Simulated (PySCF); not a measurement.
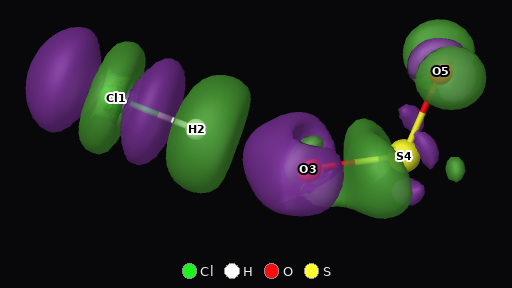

ClHO2S, SMILES `Cl.O=S=O`. Density of the complex less the densities of the two fragments at the same geometry, ±0.006 e/Å³ (purple: gain, green: loss). Fragment A: HCl (atoms 1–2); fragment B: SO2.

PySCF calculation, HF/6-311G**, gas phase; geometry: GFN2-xTB. GFN2-xTB bond lengths at metals and heavier atoms can be off by up to 0.1 Å and shapes distorted, which carries into these values.

Input script:

```python
import numpy as np
from pyscf import gto, scf, dft
from pyscf.scf import atom_ks, atom_hf
from scipy.linalg import block_diag
from pyscf.dispersion import dftd3

def solve(mol, dm0=None, hcore=None):
    mf = scf.UHF(mol) if mol.spin else scf.RHF(mol)
    mf = mf.density_fit(auxbasis='def2-universal-jkfit')
    mf.conv_tol, mf.max_cycle = 1e-8, 80
    if hcore is not None:
        mf.get_hcore = lambda *args: hcore
    mf.kernel(dm0)
    if not mf.converged:
        mf = mf.newton().run(mf.mo_coeff, mf.mo_occ, max_cycle=30)
    assert mf.converged, 'SCF not converged'
    return mf

mol = gto.M(atom='''
Cl    -2.63322     0.14800    -0.03891
H     -1.40337    -0.18294     0.16316
O      0.30162    -0.60702     0.23870
S      1.67234    -0.34159    -0.12575
O      2.12472     0.99857     0.07507
''', basis='6-311g**', charge=0, spin=0, verbose=4)
mol_a = gto.M(atom='''
Cl    -2.63322     0.14800    -0.03891
H     -1.40337    -0.18294     0.16316
ghost-O      0.30162    -0.60702     0.23870
ghost-S      1.67234    -0.34159    -0.12575
ghost-O      2.12472     0.99857     0.07507
''', basis='6-311g**', charge=0, spin=0, verbose=4)
mol_b = gto.M(atom='''
ghost-Cl    -2.63322     0.14800    -0.03891
ghost-H     -1.40337    -0.18294     0.16316
O      0.30162    -0.60702     0.23870
S      1.67234    -0.34159    -0.12575
O      2.12472     0.99857     0.07507
''', basis='6-311g**', charge=0, spin=0, verbose=4)
ab, a, b = solve(mol), solve(mol_a), solve(mol_b)
e_int = ab.e_tot - a.e_tot - b.e_tot
print('counterpoise-corrected interaction energy / kcal/mol', e_int * 627.5095)
def disp(atoms, charge):
    m = gto.M(atom=atoms, charge=charge, basis='sto-3g', spin=None, unit='Bohr', verbose=0)
    return dftd3.DFTD3Dispersion(m, xc='hf', version='d3bj').get_dispersion()['energy']
e_disp = disp(mol._atom, mol.charge) - disp(mol._atom[:2], mol_a.charge) - disp(mol._atom[2:], mol_b.charge)
print('D3(BJ) part / kcal/mol', e_disp * 627.5095)
# spherically averaged free atoms, for the promolecule
atm = scf.atom_hf.get_atm_nrhf(mol)
pro = block_diag(*[(atm[a[0]][2] * atm[a[0]][3]) @ atm[a[0]][2].T for a in mol._atom])
np.savez('result.npz', e_int=e_int, e_disp=e_disp, dm_a=a.make_rdm1(), dm_b=b.make_rdm1(), c=ab.mo_coeff, occ=ab.mo_occ, eps=ab.mo_energy, pro=pro, d=[f.dip_moment(verbose=0) for f in (ab, a, b)])
```

Launched as:

```sh
OMP_NUM_THREADS=1 python input.py
```

The run took 1.4 s on 1 thread of Intel(R) Xeon(R) 6975P-C (Granite Rapids), on a shared host, peak memory 0.17 GiB.

Partitions, critical points and surface values were worked out afterwards from this run's density.

Q: Which way does charge flow?

A: Hirshfeld charges show 0.029 e passing from B to A. By Hirshfeld charges, electrons gather most on Cl1 (−0.056 e) and leave S4 most (+0.031 e); 0.13 e is displaced in all, which induces a dipole of 1.23 D.

Q: What is the interaction energy, and which contacts carry it?

A: The counterpoise-corrected interaction energy of the frozen fragments is −0.6 kcal/mol without dispersion correction and −3.3 kcal/mol with D3(BJ). The pair geometry is semi-empirical, not a minimum at this level. Contacts: H2···O3, hydrogen bond, 1.76 Å, ρ = 0.032 a.u. The pose is a local one from a semi-empirical search, not shown to be the most stable.
